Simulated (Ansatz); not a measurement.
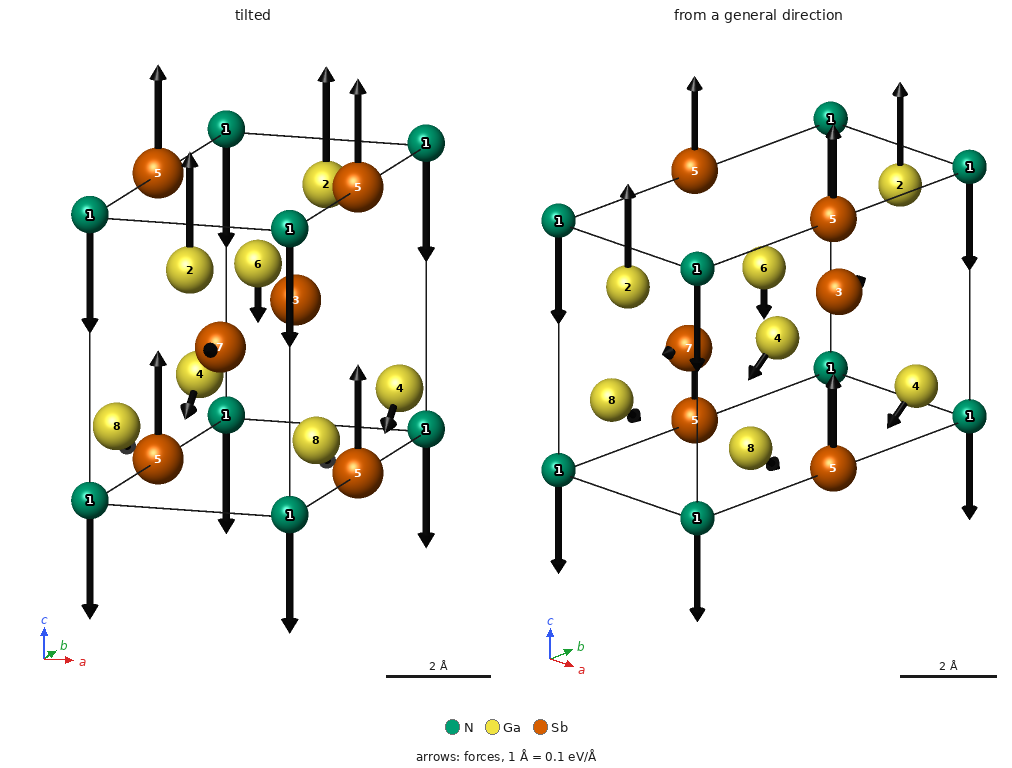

A spheres-only rendering, viewed slightly off an axis and from a general direction. The lines enclose the simulation cell; boundary atoms appear with their images. The arrows are the computed forces on the atoms.

System: Ga4Sb3N. Method used: DFT, PBE with spin-orbit coupling, plane waves, PAW in Ansatz 0.2.0. It ran with cutoff 420 eV, k-grid 6×4×4, Fermi-Dirac smearing of 0.02 eV, no moments seeded, so the run stays non-magnetic, spinor wavefunctions.

Question: Judging by the arrows, is the geometry relaxed?

Answer: No. The atoms still feel forces of up to about 0.2 eV/Å, far above a usual threshold of 0.01 to 0.03 eV/Å.

The cell started as a structure type filled with these elements by a generator (whether the compound takes this form wasn't checked). Earlier steps of the study, as a rule a relaxation of our own, may have changed the cell and positions, so they can lie some per cent off the listed ones. It was the input of a calculation with Ansatz.
